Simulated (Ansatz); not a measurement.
**Run report: TaNH₃BrF₄, geometry relaxation (part 2 of 2)**

The same run, continued: TaNH₃BrF₄; RHF/def2-SVP (Ansatz 0.2.0). The input holds or restrains some coordinates. It belongs to a series of runs on one base structure; here: pulled along the bonds that form and break, towards end B.

Geometry of the input (Å):
```
Ta 0.0000  0.0000  0.0000
F  2.2800  0.0000  0.0000
F  0.0000  0.0000  1.9300
F  0.0000  0.0000  -1.9300
F  -0.9650  1.6714  0.0000
N  -1.0800  -1.8706  0.0000
H  -1.8056  -2.0636  0.7482
H  -0.8844  -2.5955  -0.7482
Br 0.9302  -2.3695  1.4909
H  2.1654  -1.0753  0.6766
```

Trajectory as extended XYZ, continued
```
10
Properties=species:S:1:pos:R:3:forces:R:3 step=4 energy=-83872.58490
Ta   -0.2795   -0.2657    0.1086    1.2886   1.1394  -0.6437
F     2.7212   -0.0147    0.0207   -0.6850   1.0005  -0.6378
F    -0.0838    0.1442    1.9236   -0.4402   1.1486   0.0482
F     0.0535   -0.0565   -1.7610    0.7881  -0.5800   1.4084
F    -0.9630    1.5278    0.0199   -0.1691  -1.3835   0.0781
N    -1.3436   -1.7805   -0.1330   -2.5551  -0.3697  -0.4796
H    -1.7940   -2.1183    0.7215    0.1414  -0.2501  -0.8687
H    -0.9587   -2.5554   -0.6997   -0.9267   0.7865   0.4364
Br    0.7355   -2.4303    1.4762    2.1889  -0.1812  -0.2661
H     2.5530   -0.7537    0.4907    0.3691  -1.3105   0.9249
10
Properties=species:S:1:pos:R:3:forces:R:3 step=5 energy=-83873.57055
Ta   -0.3011   -0.3215    0.1535    1.1025   0.7297  -0.2528
F     2.7723    0.0399   -0.0087   -0.7044  -0.7924   0.5853
F    -0.1171    0.2260    1.9429   -0.1968   0.3764  -0.0501
F     0.1646   -0.1322   -1.6645    0.6909  -0.5169   0.9472
F    -1.0057    1.4273    0.0144   -0.4184  -0.6612  -0.1455
N    -1.4999   -1.7536   -0.1655   -1.1871   0.0218   0.0824
H    -1.8549   -2.1501    0.6939   -0.3995  -0.2432  -0.3188
H    -1.0767   -2.5039   -0.7143   -0.6763   0.3591  -0.0501
Br    0.8132   -2.4074    1.4152    1.3951   0.1415  -0.4514
H     2.7457   -0.7276    0.5005    0.3940   0.5853  -0.3462
10
Properties=species:S:1:pos:R:3:forces:R:3 step=6 energy=-83874.28946
Ta   -0.3032   -0.3404    0.1879    0.4835  -0.1462  -0.0889
F     2.7754    0.0662   -0.0005   -0.3004  -0.7408   0.6419
F    -0.1364    0.2646    1.9536   -0.0473   0.1555   0.0823
F     0.3089   -0.2230   -1.5698    0.5171  -0.2949   0.4597
F    -1.0900    1.3540   -0.0263   -0.2764  -0.3898  -0.2094
N    -1.6022   -1.7172   -0.1464   -0.2005   0.1172   0.2902
H    -1.9563   -2.1720    0.6830   -0.4254  -0.0308  -0.1806
H    -1.2156   -2.4471   -0.7448   -0.5443   0.3429  -0.0806
Br    0.9411   -2.3970    1.3263    0.7801   0.3051  -0.4531
H     2.9191   -0.6912    0.5045    0.0137   0.6819  -0.4616
10
Properties=species:S:1:pos:R:3:forces:R:3 step=7 energy=-83874.72430
Ta   -0.2851   -0.3775    0.2132    0.1818  -0.2683  -0.0713
F     2.7920    0.1437    0.0471   -0.1322  -0.5479   0.4928
F    -0.1289    0.2741    1.9624    0.0140  -0.0172  -0.0577
F     0.4615   -0.3197   -1.4920    0.1672  -0.1620   0.4091
F    -1.1458    1.2673   -0.0857    0.0030  -0.3039  -0.1668
N    -1.6738   -1.6781   -0.1049    0.2666  -0.3437   0.1416
H    -2.0751   -2.1682    0.6837   -0.3202   0.1996  -0.1483
H    -1.3725   -2.3937   -0.7721   -0.4733   0.4954   0.0950
Br    1.0597   -2.4164    1.2332    0.3760   0.3924  -0.3681
H     3.0085   -0.6346    0.4826   -0.0830   0.5555  -0.3263
10
Properties=species:S:1:pos:R:3:forces:R:3 step=8 energy=-83875.00926
Ta   -0.2680   -0.4425    0.1979    0.6173  -0.3660   0.0414
F     2.7726    0.2815    0.1651   -0.0837  -0.4256   0.3203
F    -0.0522    0.2167    1.9321   -0.1059  -0.0298  -0.0219
F     0.5533   -0.4230   -1.4694   -0.0301  -0.1176   0.2158
F    -1.0852    1.2076   -0.1551   -0.0136  -0.0747  -0.1262
N    -1.7242   -1.6734   -0.0560    0.0482  -0.5003   0.1193
H    -2.2268   -2.1023    0.7108   -0.1449   0.2686  -0.1632
H    -1.5644   -2.3910   -0.7632   -0.2782   0.4261   0.1174
Br    1.1869   -2.4611    1.0854    0.1208   0.3738  -0.2929
H     3.0486   -0.5157    0.5199   -0.1298   0.4455  -0.2101
10
Properties=species:S:1:pos:R:3:forces:R:3 step=9 energy=-83875.20193
Ta   -0.2209   -0.5319    0.1929    0.3618  -0.3159   0.2402
F     2.7481    0.4335    0.2403   -0.1799  -0.3769   0.2099
F    -0.0516    0.1126    1.9348   -0.0809  -0.0762   0.0117
F     0.6087   -0.5712   -1.4672   -0.0442  -0.0617  -0.0301
F    -0.9519    1.1480   -0.2078    0.0958  -0.0408  -0.1154
N    -1.7666   -1.6624   -0.0125    0.1990  -0.4767   0.0346
H    -2.3543   -2.0193    0.7281   -0.0294   0.2757  -0.0818
H    -1.7562   -2.3356   -0.7739   -0.1495   0.3141   0.0982
Br    1.3436   -2.4989    0.9940   -0.1232   0.4285  -0.2362
H     3.0416   -0.3778    0.5388   -0.0496   0.3299  -0.1311
10
Properties=species:S:1:pos:R:3:forces:R:3 step=10 energy=-83875.34252
Ta   -0.1952   -0.6103    0.1862    0.6780  -0.2292   0.3350
F     2.7030    0.5395    0.3360   -0.1183  -0.4102   0.0795
F    -0.1573   -0.0371    1.9672   -0.1038  -0.0960  -0.1328
F     0.5651   -0.7392   -1.5132   -0.0881  -0.0423   0.0127
F    -0.7584    1.1217   -0.2499    0.0819  -0.0261  -0.0377
N    -1.7909   -1.6661    0.0126    0.1958  -0.2998  -0.0559
H    -2.4277   -1.9195    0.7511   -0.0399   0.1438   0.0047
H    -1.9216   -2.2705   -0.7889   -0.0884   0.1867   0.0711
Br    1.5174   -2.4633    0.9412   -0.3481   0.4043  -0.2026
H     3.1063   -0.2582    0.5251   -0.1691   0.3689  -0.0739
10
Properties=species:S:1:pos:R:3:forces:R:3 step=11 energy=-83875.42929
Ta   -0.1596   -0.6696    0.1871    0.7622  -0.3606   0.1836
F     2.6751    0.6227    0.3509   -0.0737  -0.4946   0.0897
F    -0.2904   -0.1844    1.9919   -0.0522  -0.0523  -0.0335
F     0.4762   -0.9082   -1.5592   -0.0945  -0.0162   0.0067
F    -0.5605    1.1021   -0.2529    0.0686  -0.0210   0.0066
N    -1.7881   -1.6736    0.0245    0.0112  -0.1173  -0.0674
H    -2.4484   -1.8394    0.7678    0.0345   0.0709  -0.0091
H    -2.0443   -2.1790   -0.8119    0.0172   0.1140   0.0832
Br    1.6488   -2.4292    0.9194   -0.4501   0.4601  -0.1623
H     3.1318   -0.1444    0.5498   -0.2231   0.4169  -0.0976
10
Properties=species:S:1:pos:R:3:forces:R:3 step=12 energy=-83875.45839
Ta   -0.1274   -0.7345    0.1768    0.9879   0.1041   0.1215
F     2.6405    0.6948    0.3630    0.0768  -0.6481   0.1262
F    -0.3786   -0.3205    1.9999   -0.0469  -0.0979  -0.3531
F     0.3608   -1.0559   -1.6199   -0.1511   0.0069   0.4155
F    -0.3642    1.0786   -0.2408    0.0423  -0.4243   0.1014
N    -1.7990   -1.6664    0.0222   -0.3197  -0.2765  -0.3544
H    -2.4558   -1.7782    0.7805    0.1074   0.0462  -0.0513
H    -2.1476   -2.0934   -0.8342    0.2598   0.2563   0.4342
Br    1.7657   -2.3903    0.9369   -0.6327   0.4951  -0.2978
H     3.1463   -0.0373    0.5831   -0.3238   0.5380  -0.1424
10
Properties=species:S:1:pos:R:3:forces:R:3 step=13 energy=-83875.48121
Ta   -0.1142   -0.7349    0.1768    0.8687  -0.1874   0.1746
F     2.6439    0.7114    0.3659    0.0091  -0.5257   0.0955
F    -0.4439   -0.3765    1.9925   -0.0168   0.0207  -0.0718
F     0.2938   -1.1174   -1.6199   -0.0264   0.0246   0.1050
F    -0.3116    1.0770   -0.2367    0.0385  -0.2378   0.0659
N    -1.7936   -1.6519    0.0231   -0.2859  -0.2226  -0.2547
H    -2.4484   -1.7509    0.7839    0.0901   0.0272  -0.0803
H    -2.1353   -2.0750   -0.8338    0.1749   0.1859   0.3425
Br    1.7922   -2.3745    0.9238   -0.6089   0.5006  -0.2650
H     3.1575   -0.0105    0.5918   -0.2433   0.4145  -0.1118
10
Properties=species:S:1:pos:R:3:forces:R:3 step=14 energy=-83875.48197 accepted=F
Ta   -0.1209   -0.7487    0.1807    1.0689  -0.2554   0.2070
F     2.6398    0.6938    0.3361    0.1448  -0.5145   0.2074
F    -0.4725   -0.3782    1.9879    0.0038  -0.0310   0.0464
F     0.2720   -1.1347   -1.6145   -0.0480   0.0008  -0.0435
F    -0.2753    1.0626   -0.2234   -0.0341  -0.0591  -0.0090
N    -1.8068   -1.6562    0.0242    0.0211   0.0484   0.1174
H    -2.4687   -1.7380    0.7762   -0.0252  -0.0030   0.0320
H    -2.1370   -2.0698   -0.8268   -0.0636  -0.0882  -0.1609
Br    1.8248   -2.3556    0.8915   -0.6964   0.4377  -0.1693
H     3.1851    0.0216    0.6356   -0.3712   0.4642  -0.2273
10
Properties=species:S:1:pos:R:3:forces:R:3 step=15 energy=-83875.48398
Ta   -0.1069   -0.7389    0.1755    0.3981  -0.5798   0.1875
F     2.6473    0.7148    0.3715   -0.0661  -0.3799   0.0634
F    -0.4575   -0.3782    1.9860    0.0094   0.0015  -0.0337
F     0.2693   -1.1307   -1.6238   -0.0006   0.0124   0.0404
F    -0.2822    1.0692   -0.2357    0.0267  -0.0775   0.0226
N    -1.8068   -1.6566    0.0240    0.3793   0.1882   0.0150
H    -2.4635   -1.7439    0.7810    0.0199   0.0154   0.0083
H    -2.1420   -2.0778   -0.8266    0.0371   0.0263   0.0218
Br    1.8129   -2.3677    0.9063   -0.6436   0.5117  -0.2432
H     3.1701    0.0067    0.6093   -0.1602   0.2816  -0.0823
10
Properties=species:S:1:pos:R:3:forces:R:3 step=16 energy=-83875.48782
Ta   -0.1110   -0.7450    0.1723    0.8860  -0.3938   0.2651
F     2.6403    0.7150    0.3614   -0.0330  -0.4267   0.1012
F    -0.4488   -0.3812    1.9836   -0.0229   0.0138   0.0257
F     0.2599   -1.1314   -1.6275    0.0207  -0.0217  -0.0342
F    -0.2791    1.0622   -0.2354   -0.0158   0.0211  -0.0026
N    -1.7981   -1.6539    0.0258   -0.0056   0.0164   0.0275
H    -2.4565   -1.7330    0.7819   -0.0033  -0.0080   0.0062
H    -2.1315   -2.0740   -0.8246   -0.0132  -0.0119  -0.0246
Br    1.8094   -2.3724    0.9033   -0.6282   0.4889  -0.2481
H     3.1560    0.0105    0.6268   -0.1848   0.3219  -0.1162
```

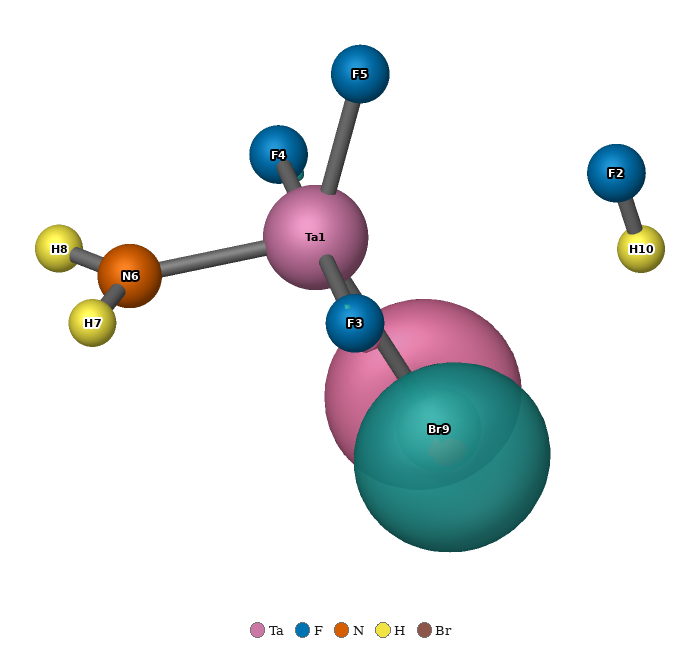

Figure 1. One frontier orbital at ±0.2 Å⁻³ᐟ² (teal and pink are the two phases), seen at a tilt. The HOMO, at −11.53 eV.

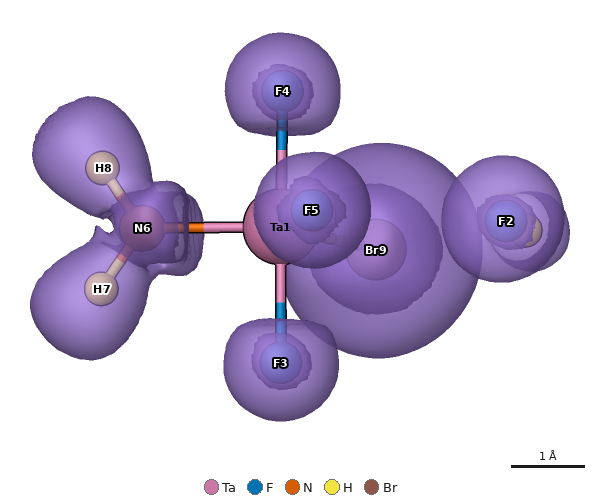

Figure 2. Isosurface of the electron localisation function at 0.75 (purple), seen from the side. Only the valence region is drawn (cores and ρ < 0.01 e/Å³ removed). Along the contacts the grid gives the following. Ta1···F2 (3.12 Å): the ELF is only about 0 between them. Ta–F (1.86 Å): the ELF peaks at about 0.80 in the valence shell of F, 0.6 Å from its nucleus, and drops to about 0.25 between the two atoms.

Summary

| quantity | value |
| --- | --- |
| outcome | converged under the restraints of the input |
| total energy | −83875.4878 eV |
| mean-field energy | −83875.4878 eV |
| largest force (length of the vector) at the end, held atoms and coordinates included | 1.005 eV/Å |
| hardware | 4 threads of Intel Xeon (Granite Rapids), 32 GiB of memory available, shared host |
| wall time | 24 s (CPU time 88 s) |
| peak memory | 0.49 GiB |
